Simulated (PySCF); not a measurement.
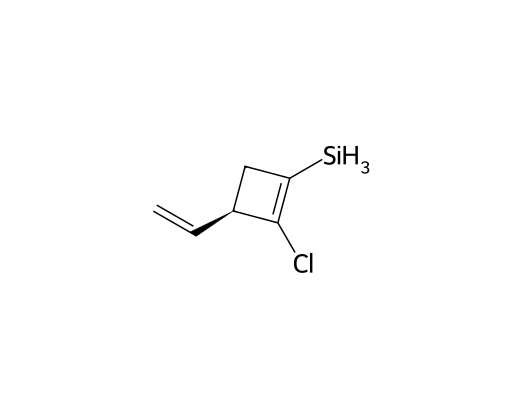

The computed structure is the end point of a GFN2-xTB optimisation. No frequency run is at hand to confirm it as a minimum. Properties computed with PBE0/def2-SVPD, gas phase (PySCF 2.14.0). Excitations: vertical, linear response.

Predict the main results.

The species is C₆H₉ClSi (`C=C[C@H]1CC([SiH3])=C1Cl`).
- dipole moment: 1.51 D
- HOMO energy (Kohn–Sham orbital): −7.20 eV
- LUMO energy (Kohn–Sham orbital): −0.60 eV
- HOMO–LUMO gap: 6.60 eV
- mean static polarisability: 113.2 bohr³
- lowest vertical singlet excitation: 5.86 eV
- its oscillator strength: 0.227

The geometry is semi-empirical. Around Si such bond lengths and angles can be off by a tenth of an ångström or more and by several degrees, and values that hang on the shape move with them.
